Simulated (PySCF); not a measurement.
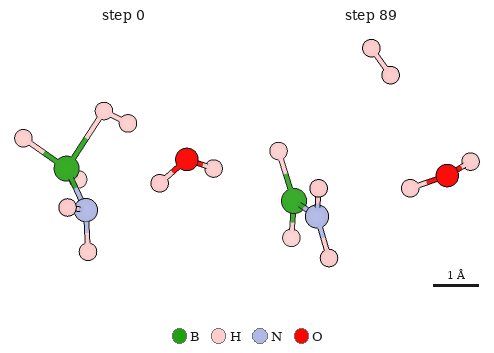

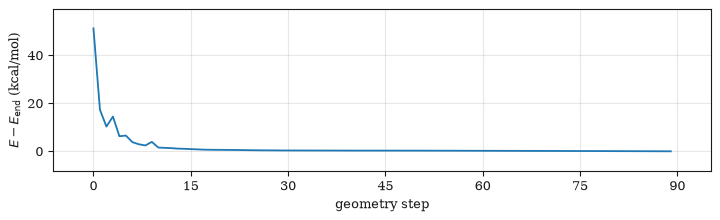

First and last geometry of a relaxation of BNH₈O (started from a transition state, displaced along its imaginary mode), with the history of the run. The picture is a ball-and-stick view, seen at a tilt.

These are results of PySCF, RKS PBE0-D4/def2-TZVP, density fitting, not measurements. 

Question: What do the curves and the structures tell?

Answer: The relaxation stopped without meeting its thresholds, so the last structure isn't shown to be converged. The largest move after the best rigid fit is that of an H atom, 1.89 Å. By element the largest moves are H 1.89 Å, B 0.95 Å, O 0.50 Å, N 0.42 Å. Some distances before and after: B–H 1.553 → 4.198 Å, B–H 1.733 → 3.949 Å, H–O 0.820 → 0.964 Å, H–H 0.626 → 0.750 Å. Bond angles that change, for instance: B–N–H 115.0° → 123.2°, H–B–H 115.4° → 122.3°, H–O–H 111.9° → 105.6°. Over 89 geometry steps the energy falls by 51.2 kcal/mol.

```
step  E − E(0), kcal/mol
   0                0.00
   1              -33.85
   2              -40.91
   3              -36.72
   4              -44.93
   5              -44.65
   6              -47.39
   7              -48.28
   8              -48.77
   9              -47.28
  10              -49.64
  14              -50.17
  18              -50.56
  22              -50.66
  27              -50.81
  31              -50.86
  35              -50.89
  39              -50.91
  43              -50.92
  47              -50.93
  52              -50.94
  56              -50.97
  60              -50.99
  64              -51.02
  68              -51.05
  72              -51.07
  77              -51.10
  81              -51.13
  85              -51.17
  89              -51.21
```
